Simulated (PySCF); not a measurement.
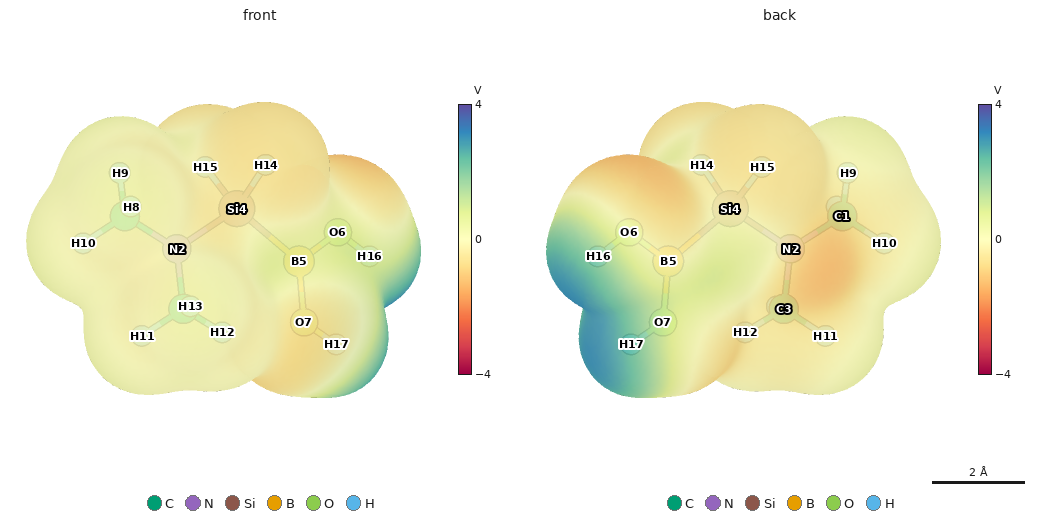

Figure. C2H10BNO2Si (SMILES CN(C)[SiH2]B(O)O). The electrostatic potential painted on the density surface at 0.002 e/bohr³, seen from the front and from behind; red is negative and blue positive.

Geometry: GFN2-xTB.

All numbers below come from PBE0/pcSseg-1, SCF density, gas phase, non-relativistic in PySCF.

```csv
atom,x (Å),y (Å),z (Å)
C,-2.1501,1.0433,0.2749
N,-0.9638,0.2999,-0.0608
C,-1.2740,-1.0338,-0.5145
Si,0.5567,0.7436,0.6268
B,2.0774,-0.2682,-0.0961
O,3.2985,0.2632,0.1566
O,1.9421,-1.4326,-0.7804
H,-2.6810,0.5998,1.1261
H,-1.8756,2.0606,0.5349
H,-2.8342,1.0652,-0.5785
H,-1.9211,-0.9842,-1.3965
H,-0.3587,-1.5538,-0.7785
H,-1.7995,-1.6125,0.2559
H,0.5350,0.6900,2.1187
H,0.6237,2.1976,0.3631
H,4.0721,-0.2064,-0.1696
H,2.7453,-1.8597,-1.0921
```

Question: Which sites attract a positive test charge, and which a negative one?

Answer: A positive charge is drawn to the negative regions and a negative charge to the positive ones. The most negative region (about −1.3 V) lies over N2 and O6, the most positive (about +3.1 V) over H16 and H17.

Question: What dipole moment does the calculation give?

Answer: Its dipole moment is 3.47 D.
